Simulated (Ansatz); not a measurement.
**WH₄Cl₂O: molecular dynamics (part 2 of 2)**

The same run, continued: WH₄Cl₂O; RHF/def2-SVP (Ansatz 0.2.0). It belongs to a series of runs on one base structure; here: dynamics from the start.

Geometry of the input (Å):
```
W  -0.3290  0.4343  -0.1999
H  0.1126  -0.1483  1.2817
H  1.2641  0.1134  0.0695
Cl 0.1395  2.5281  0.6867
Cl -2.4205  -0.4529  0.2777
H  0.2045  -1.1211  -0.1001
O  0.1238  0.2930  -2.0022
H  0.7627  -0.1841  -2.5105
```

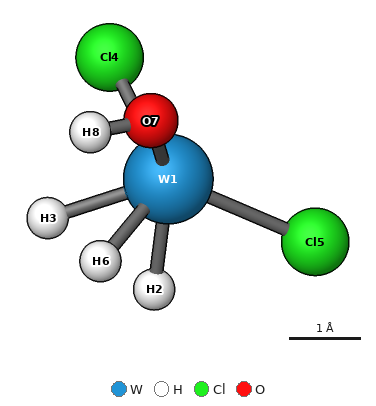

**Figure 1.** The geometry at step 141 of the log (ball-and-stick view, seen at a tilt; atoms are numbered from 1 in the order of the input).

The program's output, continued:
```
md step   120: t =   120.00 fs  T =   726.6 K  F+E_penalty+E_count = -28904.25382590 eV  E_kin = 0.751413 eV  (47 SCF iters)
md step   121: t =   121.00 fs  T =   814.4 K  F+E_penalty+E_count = -28904.41969578 eV  E_kin = 0.842176 eV  (51 SCF iters)
md step   122: t =   122.00 fs  T =   907.9 K  F+E_penalty+E_count = -28904.53575975 eV  E_kin = 0.938810 eV  (50 SCF iters)
md step   123: t =   123.00 fs  T =  1015.3 K  F+E_penalty+E_count = -28904.47800969 eV  E_kin = 1.049881 eV  (50 SCF iters)
md step   124: t =   124.00 fs  T =  1147.4 K  F+E_penalty+E_count = -28904.37083485 eV  E_kin = 1.186524 eV  (51 SCF iters)
md step   125: t =   125.00 fs  T =  1124.2 K  F+E_penalty+E_count = -28904.35034563 eV  E_kin = 1.162521 eV  (49 SCF iters)
md step   126: t =   126.00 fs  T =  1004.6 K  F+E_penalty+E_count = -28904.37250754 eV  E_kin = 1.038810 eV  (50 SCF iters)
md step   127: t =   127.00 fs  T =   614.6 K  F+E_penalty+E_count = -28904.34837501 eV  E_kin = 0.635568 eV  (49 SCF iters)
md step   128: t =   128.00 fs  T =   884.1 K  F+E_penalty+E_count = -28904.40127922 eV  E_kin = 0.914205 eV  (47 SCF iters)
md step   129: t =   129.00 fs  T =   895.5 K  F+E_penalty+E_count = -28904.47683955 eV  E_kin = 0.926002 eV  (47 SCF iters)
md step   130: t =   130.00 fs  T =   832.9 K  F+E_penalty+E_count = -28904.51796709 eV  E_kin = 0.861331 eV  (46 SCF iters)
md step   131: t =   131.00 fs  T =   651.6 K  F+E_penalty+E_count = -28904.54738762 eV  E_kin = 0.673787 eV  (46 SCF iters)
md step   132: t =   132.00 fs  T =   735.1 K  F+E_penalty+E_count = -28904.60608318 eV  E_kin = 0.760129 eV  (46 SCF iters)
md step   133: t =   133.00 fs  T =   796.5 K  F+E_penalty+E_count = -28904.66002373 eV  E_kin = 0.823634 eV  (47 SCF iters)
md step   134: t =   134.00 fs  T =  1030.8 K  F+E_penalty+E_count = -28904.59049667 eV  E_kin = 1.065943 eV  (45 SCF iters)
md step   135: t =   135.00 fs  T =   886.2 K  F+E_penalty+E_count = -28904.39947128 eV  E_kin = 0.916401 eV  (45 SCF iters)
md step   136: t =   136.00 fs  T =   809.0 K  F+E_penalty+E_count = -28904.30988766 eV  E_kin = 0.836560 eV  (45 SCF iters)
md step   137: t =   137.00 fs  T =   908.3 K  F+E_penalty+E_count = -28904.41704499 eV  E_kin = 0.939275 eV  (46 SCF iters)
md step   138: t =   138.00 fs  T =  1003.6 K  F+E_penalty+E_count = -28904.50946338 eV  E_kin = 1.037837 eV  (45 SCF iters)
md step   139: t =   139.00 fs  T =   972.4 K  F+E_penalty+E_count = -28904.46756521 eV  E_kin = 1.005517 eV  (48 SCF iters)
md step   140: t =   140.00 fs  T =   846.7 K  F+E_penalty+E_count = -28904.38341978 eV  E_kin = 0.875588 eV  (48 SCF iters)
md step   141: t =   141.00 fs  T =   767.3 K  F+E_penalty+E_count = -28904.34299582 eV  E_kin = 0.793490 eV  (48 SCF iters)
md step   142: t =   142.00 fs  T =   912.5 K  F+E_penalty+E_count = -28904.36347827 eV  E_kin = 0.943591 eV  (48 SCF iters)
md step   143: t =   143.00 fs  T =   885.1 K  F+E_penalty+E_count = -28904.38861981 eV  E_kin = 0.915282 eV  (50 SCF iters)
md step   144: t =   144.00 fs  T =   791.5 K  F+E_penalty+E_count = -28904.40468199 eV  E_kin = 0.818428 eV  (47 SCF iters)
md step   145: t =   145.00 fs  T =   688.0 K  F+E_penalty+E_count = -28904.51149419 eV  E_kin = 0.711405 eV  (47 SCF iters)
md step   146: t =   146.00 fs  T =   830.3 K  F+E_penalty+E_count = -28904.57276365 eV  E_kin = 0.858583 eV  (47 SCF iters)
md step   147: t =   147.00 fs  T =   784.0 K  F+E_penalty+E_count = -28904.50268072 eV  E_kin = 0.810688 eV  (49 SCF iters)
md step   148: t =   148.00 fs  T =   872.5 K  F+E_penalty+E_count = -28904.40636235 eV  E_kin = 0.902211 eV  (49 SCF iters)
md step   149: t =   149.00 fs  T =  1031.0 K  F+E_penalty+E_count = -28904.37205158 eV  E_kin = 1.066139 eV  (47 SCF iters)
these checks for a lower state are left out or cut short: starts, cluster_reference, orbital_swaps, neighbouring_geometries, increment
1053 factors; integrals over basis functions are off by at most 1.1e-3 eV
mean field -28904.36586045 eV, -1062.2158532888 hartree, gradient 2.7e-5 eV, S^2 0.000000; 0 other end points of the search recorded, 0 dependent functions left out
the calculation of the forces begins
reference -28904.36586045 eV, -1062.2158532888 hartree; 30, 30 occupied and 72, 72 virtual orbitals, 1053 factors
1053 factors; integrals over basis functions are off by at most 1.1e-3 eV
mean field -28904.36586045 eV, -1062.2158532888 hartree, gradient 2.7e-5 eV, S^2 0.000000; 1 other end points of the search recorded, 0 dependent functions left out
the calculation of the forces begins
reference -28904.36586045 eV, -1062.2158532888 hartree; 30, 30 occupied and 72, 72 virtual orbitals, 1053 factors
md step   150: t =   150.00 fs  T =   785.1 K  F+E_penalty+E_count = -28904.36586045 eV  E_kin = 0.811877 eV  (48 SCF iters)
```

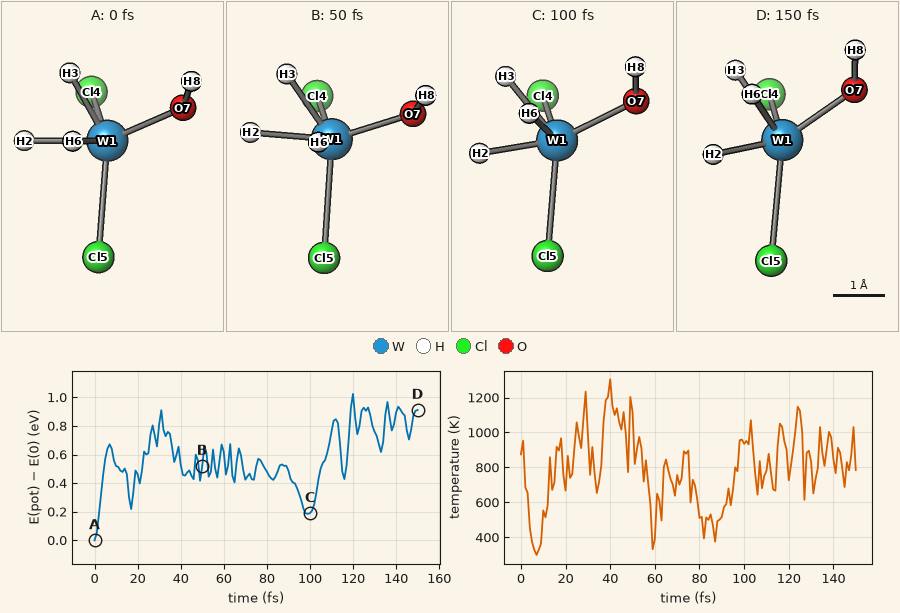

**Figure 2.** Frames of the molecular dynamics (ball-and-stick, seen at a tilt) above the curves, on which the letters mark them. The trajectory kept here has 151 frames over 150 fs. The temperature starts at 875 K, ranges from 300 to 1304 K and averages 783 K over the second half. The potential energy ends 0.912 eV above its first value. After an unweighted best fit of the last frame on the first, the root-mean-square displacement is 0.45 Å, and H2 has moved furthest (0.77 Å).

```
Total energy: -28904.36586045 eV, -1062.2158532888 hartree
Atom 0 at    -0.105192     0.357701    -0.321641 Å, force    -1.355532    -0.629503     1.593763 eV/Å
Atom 1 at    -0.032986    -0.861968     0.720705 Å, force     0.018535    -0.641216     1.194634 eV/Å
Atom 2 at     1.317521     0.422551     0.552415 Å, force    -0.417065    -0.900153     0.189734 eV/Å
Atom 3 at     0.194697     2.392898     0.586772 Å, force    -0.569355     2.103366     0.802253 eV/Å
Atom 4 at    -2.366032    -0.447253    -0.149244 Å, force     0.532501     0.364134    -0.400259 eV/Å
Atom 5 at     1.152492    -0.611022    -0.120801 Å, force     0.764909    -0.628252    -0.312109 eV/Å
Atom 6 at     0.855968     0.684249    -1.815389 Å, force     3.284354    -0.320118    -3.211023 eV/Å
Atom 7 at     1.781638     0.394014    -2.011235 Å, force    -2.258348     0.651742     0.143008 eV/Å
Dipole moment:     0.709715    -0.288259    -0.343614 e Å
```

Trajectory as extended XYZ (Å, eV, eV/Å), 12 of the 151 frames kept, from step=0 to step=150:
```
8
Properties=species:S:1:pos:R:3:forces:R:3 step=0 time_fs=0.0 energy=-28905.27768 temperature=875.0
W    -0.3290    0.4343   -0.1999    0.0052  -0.0071  -0.0096
H     0.1126   -0.1483    1.2817   -0.0006   0.0007   0.0036
H     1.2641    0.1134    0.0695   -0.0003   0.0012  -0.0004
Cl    0.1395    2.5281    0.6867    0.0019   0.0042   0.0010
Cl   -2.4205   -0.4529    0.2777   -0.0029  -0.0027  -0.0001
H     0.2045   -1.1211   -0.1001   -0.0022   0.0019  -0.0001
O     0.1238    0.2930   -2.0022    0.0000   0.0025   0.0089
H     0.7627   -0.1841   -2.5105   -0.0012  -0.0007  -0.0032
8
Properties=species:S:1:pos:R:3:forces:R:3 step=14 time_fs=14.0 energy=-28904.77574 temperature=671.5
W    -0.3242    0.4431   -0.1999   -1.1185   1.4981  -3.8194
H    -0.0549    0.1238    1.2887    1.3231  -1.6898   2.4078
H     1.2926    0.2599    0.0977    0.0009  -0.0709   0.2409
Cl    0.0524    2.5522    0.7251   -0.1055  -0.0829  -0.3527
Cl   -2.4148   -0.4071    0.2617   -0.0711  -0.1978   0.1544
H     0.3907   -1.0792   -0.1887   -0.4327   0.3745   0.8287
O     0.1122    0.1975   -2.0266   -0.9148   1.0837   1.6024
H     0.8620   -0.1868   -2.3927    1.3186  -0.9148  -1.0622
8
Properties=species:S:1:pos:R:3:forces:R:3 step=27 time_fs=27.0 energy=-28904.47418 temperature=910.7
W    -0.3115    0.4584   -0.1947    0.0224   0.8614  -1.9800
H    -0.0328   -0.3452    1.1938    0.7270   0.2227   1.1232
H     1.3298    0.4648    0.0086    0.4246  -0.7117   0.9030
Cl   -0.0175    2.6447    0.7080   -0.0703  -0.7098  -0.3165
Cl   -2.4182   -0.3260    0.1585   -0.6605  -0.5306   0.2939
H     0.3297   -1.0614    0.2890   -0.2531   0.6631  -0.9473
O     0.1745    0.2484   -2.0194    2.4721  -1.1125  -1.1583
H     0.9262   -0.1688   -2.5702   -2.6621   1.3174   2.0819
8
Properties=species:S:1:pos:R:3:forces:R:3 step=41 time_fs=41.0 energy=-28904.82000 temperature=1151.8
W    -0.2682    0.4618   -0.1799   -2.2544   0.4278  -0.0506
H    -0.0653   -0.3879    1.2276   -0.4731   0.5624   0.3704
H     1.1035    0.1022    0.4774    2.2061   0.2248   0.5780
Cl   -0.1142    2.7002    0.6035    0.3242  -0.7169  -0.0543
Cl   -2.4115   -0.3165    0.0442   -0.4098  -0.2777   0.0937
H     0.3322   -1.0659    0.0554    0.0069  -0.0882  -0.8018
O     0.2736    0.2724   -1.9545    1.5540  -0.3674  -0.3553
H     1.0222   -0.1781   -2.3588   -0.9539   0.2351   0.2199
8
Properties=species:S:1:pos:R:3:forces:R:3 step=55 time_fs=55.0 energy=-28904.64272 temperature=719.3
W    -0.2177    0.4506   -0.1947   -2.1124   1.5400   0.5245
H     0.0370   -0.1117    1.3725   -0.3756  -0.4007  -0.5546
H     1.2791    0.3249    0.4716    0.3788  -0.4098  -0.1610
Cl   -0.0672    2.6809    0.5548    0.1520  -0.7120  -0.0745
Cl   -2.4780   -0.3174   -0.0835    1.0610   0.1934   0.1272
H     0.2401   -1.1647   -0.2615    0.4606   0.1842   0.8104
O     0.4502    0.2832   -1.9062   -3.1249   4.1422   1.8961
H     0.9105   -0.3905   -2.2039    3.5604  -4.5374  -2.5679
8
Properties=species:S:1:pos:R:3:forces:R:3 step=68 time_fs=68.0 energy=-28904.68374 temperature=703.1
W    -0.1971    0.4488   -0.2130   -1.5984   0.0436   2.4729
H    -0.0172   -0.3230    1.3403   -0.4249   0.6994  -1.0151
H     1.3294    0.1737    0.3946   -0.0618   0.5319   0.0968
Cl   -0.0463    2.6309    0.5637    0.2533  -0.1347   0.1417
Cl   -2.4683   -0.3064   -0.1565    0.9780   0.0668   0.0634
H     0.6142   -0.9543    0.0002   -0.0693  -0.5291  -0.4256
O     0.5493    0.3750   -1.8852    3.0832  -3.5249  -1.0291
H     1.2384   -0.3675   -2.0220   -2.1601   2.8469  -0.3048
8
Properties=species:S:1:pos:R:3:forces:R:3 step=82 time_fs=82.0 energy=-28904.84488 temperature=393.8
W    -0.1603    0.4196   -0.2229    0.9890  -0.6388  -2.6922
H    -0.0141   -0.2797    1.2925    0.1317   0.2885  -0.1620
H     1.4319    0.3725    0.2264   -0.1195  -0.0940   0.9054
Cl   -0.0335    2.6113    0.5248    0.1545  -0.2269   0.1491
Cl   -2.4324   -0.2916   -0.1960    0.8208  -0.0913   0.1798
H     0.7308   -1.0009   -0.1442   -0.5314   0.3543   0.3096
O     0.6861    0.3909   -1.9317   -2.2719   0.9375   1.4585
H     1.4538    0.2234   -2.4301    0.8267  -0.5293  -0.1483
8
Properties=species:S:1:pos:R:3:forces:R:3 step=95 time_fs=95.0 energy=-28904.95276 temperature=673.1
W    -0.1731    0.4022   -0.2568    2.1037  -0.6241   1.6106
H    -0.1086   -0.4579    1.1872   -0.2503   0.4942  -0.2832
H     1.3026    0.5419    0.6547   -1.0901  -0.6601  -0.7133
Cl   -0.0157    2.6107    0.5040   -0.2991  -0.1971  -0.2058
Cl   -2.3778   -0.3202   -0.1978    0.0656  -0.1222  -0.0300
H     0.7379   -1.0334   -0.0470   -0.3826   1.0139  -0.3125
O     0.6778    0.3733   -1.9159   -0.1685   0.5609  -0.0135
H     1.5302    0.1715   -2.2660    0.0214  -0.4654  -0.0523
8
Properties=species:S:1:pos:R:3:forces:R:3 step=109 time_fs=109.0 energy=-28904.60145 temperature=751.5
W    -0.1977    0.4129   -0.2867    0.8330   0.0053   1.9469
H    -0.5626   -0.5216    0.9981    1.1993  -0.5858   0.2435
H     0.9451    0.1408    0.9661   -0.7836   0.6885  -0.9080
Cl    0.0613    2.5469    0.5091   -0.1419   0.6150   0.1428
Cl   -2.3834   -0.3703   -0.1408   -0.8942   0.3371  -0.9646
H     0.8679   -0.8017   -0.1386   -0.2106  -0.7511   0.4566
O     0.8293    0.3791   -1.8638    0.5767  -1.8466  -0.5696
H     1.4060   -0.3922   -1.9941   -0.5786   1.5376  -0.3475
8
Properties=species:S:1:pos:R:3:forces:R:3 step=123 time_fs=123.0 energy=-28904.47801 temperature=1015.3
W    -0.1763    0.3920   -0.2808    1.9477  -3.1101   0.4092
H    -0.0670   -0.7230    0.9578   -0.6083   0.3857  -0.2220
H     0.9254    0.1996    0.9948   -0.2678   0.0517  -0.8566
Cl    0.1051    2.5003    0.5077   -0.1881   0.8693   0.3349
Cl   -2.4176   -0.4149   -0.1105    0.5652   0.3887  -0.3935
H     0.5761   -1.2313   -0.2315   -0.2575   1.6106  -0.1236
O     0.9034    0.4872   -1.8805    1.1423  -1.2314   0.2984
H     1.7333   -0.0059   -2.1154   -2.3336   1.0355   0.5534
8
Properties=species:S:1:pos:R:3:forces:R:3 step=136 time_fs=136.0 energy=-28904.30989 temperature=809.0
W    -0.1476    0.3577   -0.2818   -0.9308   0.0100  -5.0970
H    -0.2300   -0.6996    0.8301   -0.1180  -1.9999   1.7794
H     0.9645    0.0102    0.7013    2.2178   0.1131   1.9166
Cl    0.1843    2.4327    0.5343   -0.0611   0.8836   0.8321
Cl   -2.3938   -0.4391   -0.1812    0.5497   0.4612  -0.2951
H     0.8904   -1.0457   -0.4016   -0.9610   1.1049   0.2276
O     0.8694    0.6427   -1.9094   -3.6657   0.7206   1.3297
H     1.7140    0.3330   -1.9370    2.9691  -1.2935  -0.6933
8
Properties=species:S:1:pos:R:3:forces:R:3 step=150 time_fs=150.0 energy=-28904.36586 temperature=785.1
W    -0.1052    0.3577   -0.3216   -1.3555  -0.6295   1.5938
H    -0.0330   -0.8620    0.7207    0.0185  -0.6412   1.1946
H     1.3175    0.4226    0.5524   -0.4171  -0.9002   0.1897
Cl    0.1947    2.3929    0.5868   -0.5694   2.1034   0.8023
Cl   -2.3660   -0.4473   -0.1492    0.5325   0.3641  -0.4003
H     1.1525   -0.6110   -0.1208    0.7649  -0.6283  -0.3121
O     0.8560    0.6842   -1.8154    3.2844  -0.3201  -3.2110
H     1.7816    0.3940   -2.0112   -2.2583   0.6517   0.1430
```
